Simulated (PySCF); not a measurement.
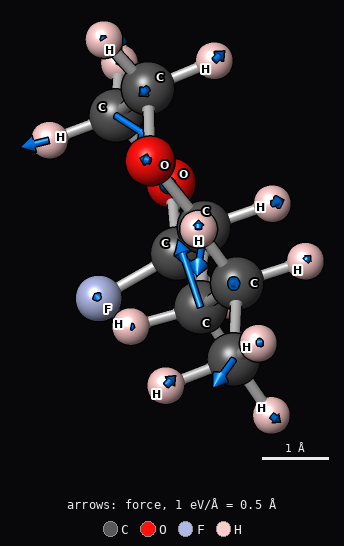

Starting geometry of C$_{7}$H$_{13}$FO$_{2}$ with the computed forces as blue arrows. Style: ball-and-stick. Shown from a free direction.

The start comes from GFN2-xTB. Its atoms were then displaced at random by about 0.01 Å.

Computed with PBE0-D3(BJ)/def2-SVP geometry optimisation, gas phase in PySCF 2.14.0, density-fitted response routines. 

What follows when this structure is relaxed?

It isn't relaxed: the largest force vector, on a C atom, is 2.27 eV/Å. The final displacements have little in common with the starting forces (cosine between the two patterns 0.27). The largest moves after the best rigid fit, 0.13 Å, are those of H atoms. Largest moves by element: H 0.13 Å, C 0.06 Å, O 0.05 Å, F 0.03 Å. Some distances before and after: C–C 1.574 → 1.513 Å, C–H 1.064 → 1.099 Å, C–H 1.135 → 1.103 Å, C–C 1.491 → 1.520 Å. Among the angles between lasting bonds that change: C–C–H 108.6° → 105.6°, H–C–H 104.7° → 107.3°, C–O–C 111.0° → 113.4°. Over 7 geometry steps the energy falls by 4.70 kcal/mol. The run took 5.2 min on 1 thread of Arm Neoverse N1, on a shared host.
